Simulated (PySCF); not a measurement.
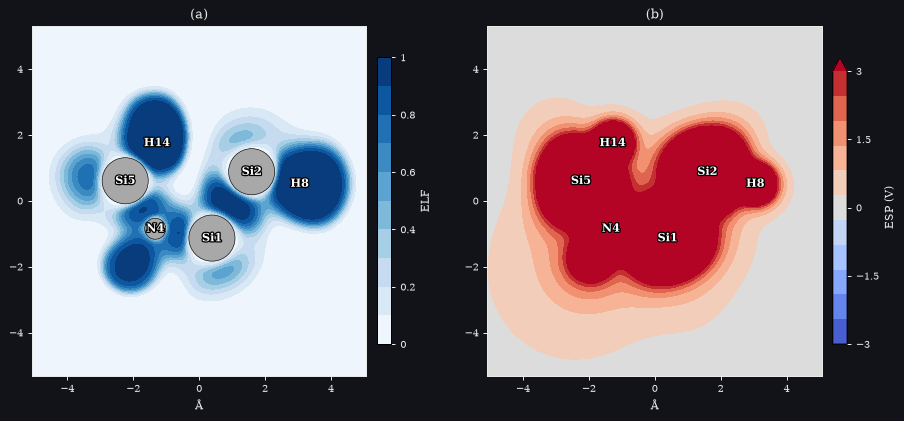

Figure. H₁₁NSi₄ (SMILES [SiH3]N[SiH]([SiH3])[SiH3]). (a) electron localisation function; (b) molecular electrostatic potential on the plane of atoms Si1, Si2 and H8. Grey discs cover the atomic cores in the ELF map.

Geometry: PBE0-D3(BJ)/def2-SVP.

Level of theory: PySCF 2.14.0, PBE0/pcSseg-1, SCF density, gas phase, non-relativistic.

```json
{"atom": "Si", "x (Å)": "-0.3978", "y (Å)": "-0.1497", "z (Å)": "-0.8702"}
{"atom": "Si", "x (Å)": "-1.7227", "y (Å)": "-0.9814", "z (Å)": "0.8800"}
{"atom": "Si", "x (Å)": "-0.7690", "y (Å)": "2.1641", "z (Å)": "-1.0669"}
{"atom": "N", "x (Å)": "1.3001", "y (Å)": "-0.4939", "z (Å)": "-0.6067"}
{"atom": "Si", "x (Å)": "2.1251", "y (Å)": "-0.9191", "z (Å)": "0.8649"}
{"atom": "H", "x (Å)": "-0.8615", "y (Å)": "-0.7956", "z (Å)": "-2.1435"}
{"atom": "H", "x (Å)": "-1.5040", "y (Å)": "-2.4419", "z (Å)": "1.1119"}
{"atom": "H", "x (Å)": "-3.1482", "y (Å)": "-0.7628", "z (Å)": "0.4786"}
{"atom": "H", "x (Å)": "-1.4727", "y (Å)": "-0.2384", "z (Å)": "2.1530"}
{"atom": "H", "x (Å)": "-2.1821", "y (Å)": "2.4543", "z (Å)": "-1.4687"}
{"atom": "H", "x (Å)": "-0.4959", "y (Å)": "2.8408", "z (Å)": "0.2403"}
{"atom": "H", "x (Å)": "0.1466", "y (Å)": "2.7572", "z (Å)": "-2.0938"}
{"atom": "H", "x (Å)": "1.9041", "y (Å)": "-0.2666", "z (Å)": "-1.3940"}
{"atom": "H", "x (Å)": "1.0965", "y (Å)": "-1.4550", "z (Å)": "1.8061"}
{"atom": "H", "x (Å)": "3.1637", "y (Å)": "-1.9620", "z (Å)": "0.6019"}
{"atom": "H", "x (Å)": "2.8059", "y (Å)": "0.2383", "z (Å)": "1.5288"}
```

> Interpret the plot.

- Atoms in the plane: Si, N and H.
- Si–N (1.74 Å): the ELF peaks at about 0.90 between the atoms: a shared but strongly polarised pair.
- Si–Si (2.35 Å): the ELF peaks at about 1 between the atoms: localised, covalent bonding.
- Si–H (1.49 Å): the ELF climbs to about 1 towards the hydrogen, as it does in any bond to H.
- The potential has no marked negative region in this plane.
